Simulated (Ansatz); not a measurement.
A series of calculations on SiH$_{6}$SO

### Relaxation

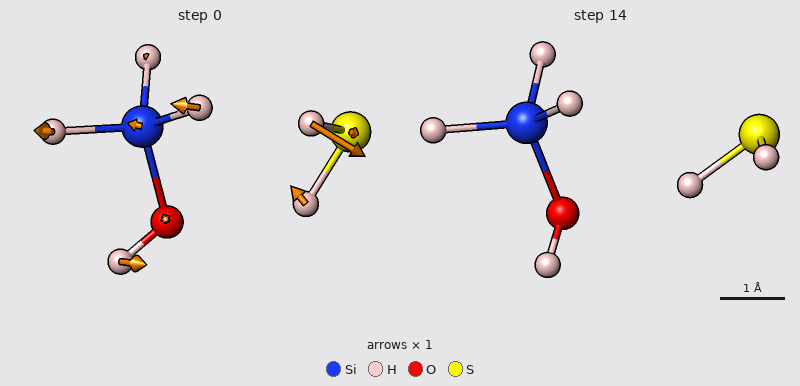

The structure of SiH6SO before (left) and after (right) a relaxation, at one scale. The orange arrows give the displacements, at their true length.

A ball-and-stick model, seen at a tilt.

The run prepares an end point of a later path (reaction) calculation, from a guessed geometry.

All numbers below come from Ansatz 0.2.0, RKS PBE-D4/def2-SVP. (no spin polarisation; force threshold 0.03 eV/Å; at most 50 steps)

**Describe what moved and what it gained.**

The atom that moves furthest after the best rigid fit is an H atom (1.02 Å). By element the largest moves are H 1.02 Å, Si 0.26 Å, S 0.18 Å, O 0.16 Å. Near-neighbour distances that change, for instance: H–Si 1.477 → 1.506 Å, H–S 1.385 → 1.361 Å, H–S 1.364 → 1.369 Å. Among the angles between lasting bonds that change: O–Si–H 112.1° → 106.1°, H–Si–O 109.5° → 112.2°, Si–O–H 112.7° → 115.1°. Groups turn about O–Si by about 50°. The energy falls by 3.52 kcal/mol in 12 accepted moves (14 points after the start). The largest force component goes from 0.58 to 0.011 eV/Å. The line search rejected the trial steps at points 10, 13 of the run. The run took 32 s on 1 thread of Arm Neoverse V2, with other jobs on the host, peak memory 0.14 GiB.

### Relaxation

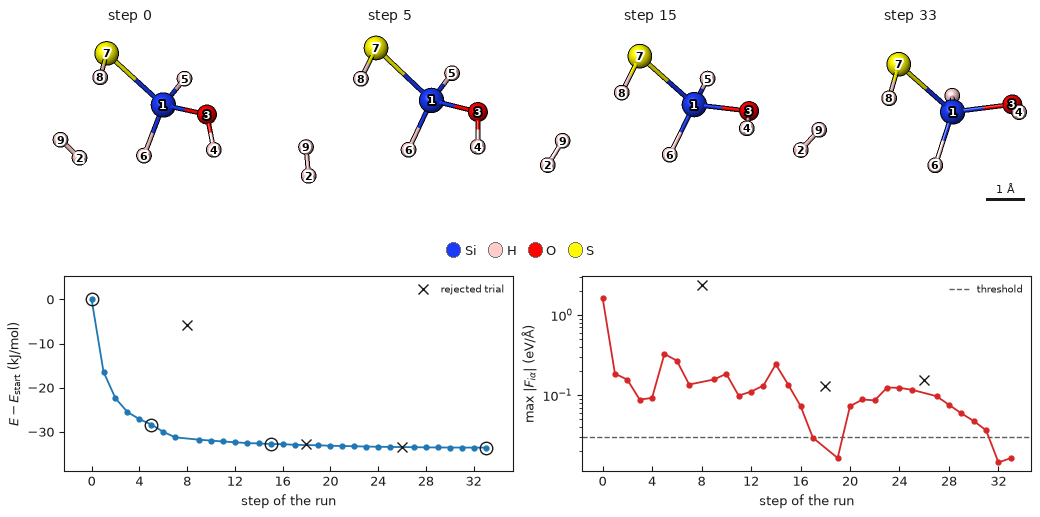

Frames of a relaxation of SiH₆SO, marked on the history of the run. Style: ball-and-stick. Shown face on.

The run prepares an end point of a later path (reaction) calculation, from a guessed geometry.

The calculation used Ansatz, RKS PBE-D4/def2-SVP.

Input
```yaml
crystal:
  periodic: [false, false, false]
  atoms:
    - { symbol: Si, position_ang: [0.378814, 0.487345, -0.348578] }
    - { symbol: H, position_ang: [0.107925, -0.228453, 2.215634] }
    - { symbol: O, position_ang: [1.702773, -0.253311, -1.080841] }
    - { symbol: H, position_ang: [1.726856, -1.220078, -0.960201] }
    - { symbol: H, position_ang: [-0.536579, 1.137599, -1.348716] }
    - { symbol: H, position_ang: [-0.396623, -0.575614, 0.385256] }
    - { symbol: S, position_ang: [1.020658, 2.149325, 0.865853] }
    - { symbol: H, position_ang: [2.005064, 1.447689, 1.479792] }
    - { symbol: H, position_ang: [0.283212, 0.352298, 2.607302] }
basis:
  gaussian: { orbitals: def2-SVP }
hamiltonian:
  xc: pbe
  dispersion: d4
relax:
  f_tol: 0.03
  max_steps: 50
```

Run as
```bash
ansatz run input.yaml --threads 1 --pin off --max-ram 2048MiB --backend cpu --events-out ev --progress --plain --runs-dir out
```

> What happens along the run?

After 30 accepted moves (33 points after the start) the energy has fallen by 33.6 kJ/mol. The largest force component goes from 1.6 to 0.016 eV/Å. The line search rejected the trial steps at points 8, 18, 26 of the run. The forces were under the threshold at step 17, but the run went on from there. H2 moves most after the best rigid fit: 1.75 Å. By element the largest moves are H 1.75 Å, O 0.89 Å, S 0.66 Å, Si 0.36 Å. Among the contacts that change: H2–H9 0.722 → 0.771 Å, Si1–S7 2.156 → 2.170 Å, Si1–H5 1.504 → 1.494 Å, Si1–O3 1.685 → 1.678 Å. Among the angles between lasting bonds that change: H6–Si1–S7 115.0° → 107.1°, O3–Si1–H5 112.3° → 104.8°, O3–Si1–S7 110.5° → 114.7°. Groups turn about Si1–O3 by about 65°, Si1–S7 by about 40°. From step 0 to 5: H2 moves most (0.97 Å), energy −28.3 kJ/mol. From step 5 to 15: H4 moves most (0.65 Å), energy −4.43 kJ/mol. From step 15 to 33: H2 moves most (0.78 Å), energy −0.81 kJ/mol.

| step | E − E(0), kJ/mol | largest force component, eV/Å | note |
| --- | --- | --- | --- |
| 0 | 0.00 | 1.6462 |  |
| 1 | -16.42 | 0.1859 |  |
| 2 | -22.38 | 0.1566 |  |
| 3 | -25.48 | 0.0882 |  |
| 4 | -27.10 | 0.0927 |  |
| 5 | -28.32 | 0.3277 |  |
| 6 | -29.98 | 0.2697 |  |
| 7 | -31.23 | 0.1361 |  |
| 8 | -5.71 | 2.3928 | rejected |
| 9 | -31.76 | 0.1572 |  |
| 10 | -31.96 | 0.1851 |  |
| 11 | -32.17 | 0.0990 |  |
| 12 | -32.34 | 0.1111 |  |
| 14 | -32.61 | 0.2430 |  |
| 15 | -32.74 | 0.1360 |  |
| 16 | -32.76 | 0.0736 |  |
| 17 | -32.92 | 0.0295 |  |
| 18 | -32.76 | 0.1291 | rejected |
| 20 | -33.13 | 0.0730 |  |
| 21 | -33.18 | 0.0885 |  |
| 22 | -33.25 | 0.0863 |  |
| 23 | -33.31 | 0.1249 |  |
| 25 | -33.40 | 0.1171 |  |
| 26 | -33.36 | 0.1555 | rejected |
| 27 | -33.46 | 0.0974 |  |
| 28 | -33.50 | 0.0761 |  |
| 29 | -33.52 | 0.0595 |  |
| 31 | -33.54 | 0.0366 |  |
| 32 | -33.55 | 0.0145 |  |
| 33 | -33.55 | 0.0165 |  |

### Path

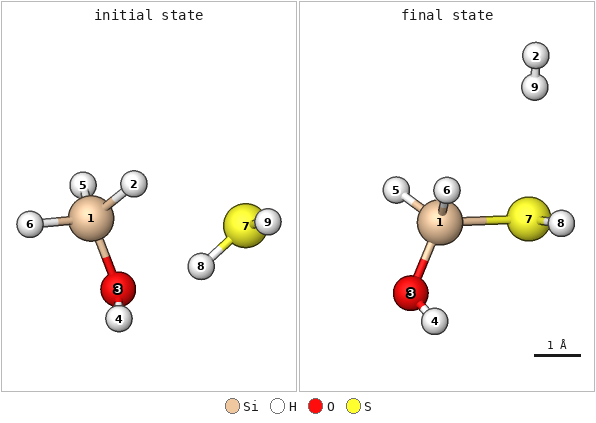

The two relaxed end points of a path for SiH₆SO. Style: ball-and-stick. Shown at a tilt.

Method: RKS PBE-D4/def2-SVP in Ansatz 0.2.0.

Settings: 5 movable images; climbing image; force threshold 0.03 eV/Å; iteration limit 60.

Start:
```xyz
9

Si   -0.1971   -0.2645   -0.1919
H    -0.5747   -0.4406    1.2555
O     1.4832   -0.1644   -0.4100
H     1.9718   -0.9895   -0.2411
H    -0.7632    1.0073   -0.7363
H    -0.7419   -1.4438   -0.9583
S     1.6007    2.4882    1.6425
H     1.9284    1.4872    0.7673
H     1.5848    1.6168    2.6877
```

End:
```xyz
9

Si    0.5713    0.1889   -0.4841
H    -0.9336    0.8000    3.3860
O     1.3937   -0.2928   -1.8646
H     2.2491   -0.7338   -1.7172
H    -0.6564    0.8727   -0.9897
H     0.2547   -0.9803    0.4101
S     1.6157    1.6542    0.7280
H     2.2450    0.7216    1.4968
H    -0.4474    1.0662    2.8501
```

### Predict the minimum-energy path and its barrier.

The energy climbs by 1.62 eV to image 3 and then falls by 1.95 eV, so the end point sits at −0.33 eV. Breaking: S7–H9 (1.36 → 1.73 at the top → 3.02 Å), Si1–H2 (1.51 → 1.75 at the top → 4.20 Å). Forming: H2–H9 (3.31 → 1.00 at the top → 0.77 Å), Si1–S7 (3.76 → 2.47 at the top → 2.17 Å). The band converged in 19 iterations. The largest component of the band force went from 16 to 0.022 eV/Å. The climbing image converged on the top of the path. Its vibrational analysis gives one imaginary mode (1014i cm⁻¹), as a transition state must have.

Energies of the converged images:

```csv
image,path (Å),E (eV)
0,0.00,0.000
1,1.04,0.044
2,2.09,0.289
3,3.13,1.615
4,4.34,0.183
5,5.54,-0.292
6,6.74,-0.330
```

The geometry at the top of the path:

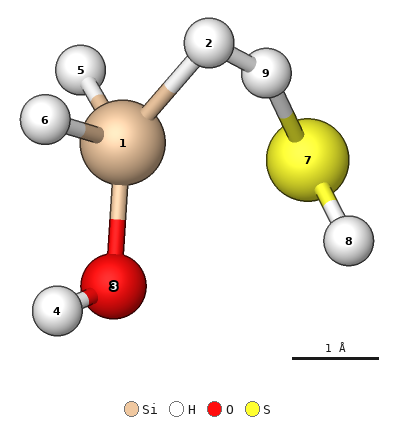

Cost: 3 min on 1 thread of Arm Neoverse V2, with other jobs on the host, peak memory 0.14 GiB.
